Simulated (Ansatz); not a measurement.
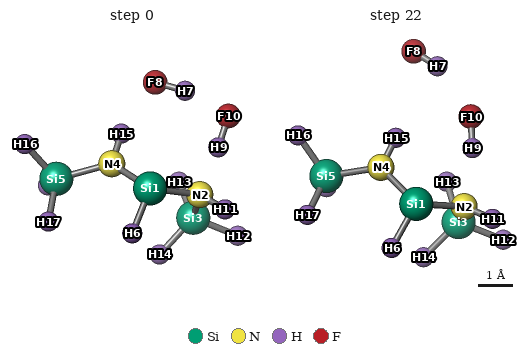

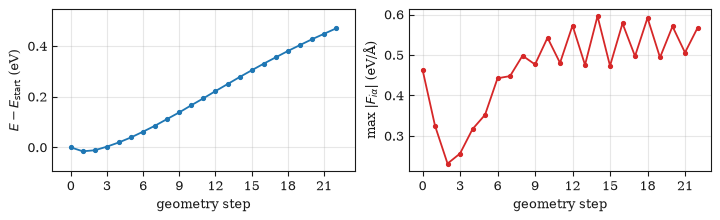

First and last geometry of a saddle-point search of Si₃N₂H₁₁F₂ (multiplicity 2), with the history of the run. Style: ball-and-stick. Shown at a tilt.

Method: Ansatz 0.2.0, UKS PBE0-D4/def2-SVP.

Input
```yaml
crystal:
  periodic: [false, false, false]
  atoms:
    - {symbol: Si, position_ang: [0.329016, -0.828228, 1.269861]}
    - {symbol: N, position_ang: [1.637151, 0.077060, 0.467282]}
    - {symbol: Si, position_ang: [1.659910, 0.045819, -1.307228]}
    - {symbol: N, position_ang: [-1.105708, -0.381796, 0.460424]}
    - {symbol: Si, position_ang: [-2.368290, -1.404773, -0.146654]}
    - {symbol: H, position_ang: [0.522945, -2.297998, 1.078696]}
    - {symbol: H, position_ang: [-0.274751, 2.683801, 0.753072]}
    - {symbol: F, position_ang: [-1.193546, 2.552784, 0.548261]}
    - {symbol: H, position_ang: [1.440029, 1.551123, 0.832960]}
    - {symbol: F, position_ang: [1.248960, 2.511894, 1.037458]}
    - {symbol: H, position_ang: [2.547318, -0.122836, 0.871910]}
    - {symbol: H, position_ang: [3.043577, 0.381674, -1.726344]}
    - {symbol: H, position_ang: [0.702451, 1.053721, -1.809860]}
    - {symbol: H, position_ang: [1.294616, -1.301499, -1.813247]}
    - {symbol: H, position_ang: [-1.310806, 0.618251, 0.459499]}
    - {symbol: H, position_ang: [-3.643191, -1.198227, 0.588169]}
    - {symbol: H, position_ang: [-1.916442, -2.808155, 0.023459]}
    - {symbol: H, position_ang: [-2.613041, -1.132413, -1.587718]}
basis:
  gaussian: {orbitals: def2-SVP}
magnetization: {spin_polarized: true, initial_magnetization: 1}
hamiltonian: {xc: pbe0, dispersion: d4}
saddle:
  max_steps: 30
  mode_guess:
    - [-0.1518, 0.2508, 0.0519]
    - [0.0303, 0.1178, 0.0194]
    - [-0.0062, 0.0566, -0.0432]
    - [-0.0299, 0.0312, -0.0785]
    - [-0.0063, -0.0190, -0.0128]
    - [-0.0028, 0.2413, 0.0098]
    - [0.3544, -0.1068, 0.0085]
    - [0.2182, -0.3965, 0.0827]
    - [-0.0219, -0.4864, 0.0374]
    - [-0.2760, 0.3349, -0.0128]
    - [-0.0422, 0.0026, 0.0112]
    - [0.0112, 0.0218, -0.0166]
    - [-0.0308, 0.0110, -0.0407]
    - [0.0296, -0.0053, 0.1112]
    - [-0.0668, 0.0123, -0.1191]
    - [0.0199, -0.0537, 0.0351]
    - [0.0302, 0.0038, -0.0399]
    - [-0.0590, -0.0163, -0.0037]
```

Command:
```bash
ansatz run in.yaml --threads 4 --pin off --events-out ev --progress --plain --max-ram 66560MiB --backend cuda --devices 0, --max-vram 37GiB
```

### Did the run converge, and what did it change?

The run was cut off at its time limit before the relaxation converged, so the last structure is only a point on the way. The input was poor on purpose: start at a minimum. F8 moves most after the best rigid fit: 1.14 Å. Largest moves by element: F 1.14 Å, H 0.94 Å, Si 0.50 Å, N 0.42 Å. Some distances before and after: N2–H9 1.531 → 1.783 Å, H9–F10 1.001 → 0.960 Å, H7–F8 0.950 → 0.918 Å, Si1–N4 1.707 → 1.730 Å. Bond angles that change, for instance: Si1–N2–Si3 116.8° → 120.6°, N2–Si1–H6 110.3° → 113.8°, Si1–N2–H11 112.2° → 115.1°. Over 22 geometry steps the energy rises by 0.470 eV. The largest force component goes from 0.46 to 0.57 eV/Å.

| step | E − E(0), eV | largest force component, eV/Å |
| --- | --- | --- |
| 0 | 0.0000 | 0.4637 |
| 1 | -0.0156 | 0.3251 |
| 2 | -0.0114 | 0.2318 |
| 3 | 0.0029 | 0.2567 |
| 4 | 0.0197 | 0.3170 |
| 5 | 0.0393 | 0.3523 |
| 6 | 0.0620 | 0.4425 |
| 7 | 0.0858 | 0.4479 |
| 8 | 0.1121 | 0.4983 |
| 9 | 0.1381 | 0.4768 |
| 10 | 0.1663 | 0.5427 |
| 11 | 0.1937 | 0.4805 |
| 12 | 0.2222 | 0.5728 |
| 13 | 0.2498 | 0.4755 |
| 14 | 0.2775 | 0.5960 |
| 15 | 0.3042 | 0.4732 |
| 16 | 0.3304 | 0.5782 |
| 17 | 0.3555 | 0.4971 |
| 18 | 0.3804 | 0.5918 |
| 19 | 0.4038 | 0.4940 |
| 20 | 0.4268 | 0.5707 |
| 21 | 0.4483 | 0.5060 |
| 22 | 0.4697 | 0.5669 |
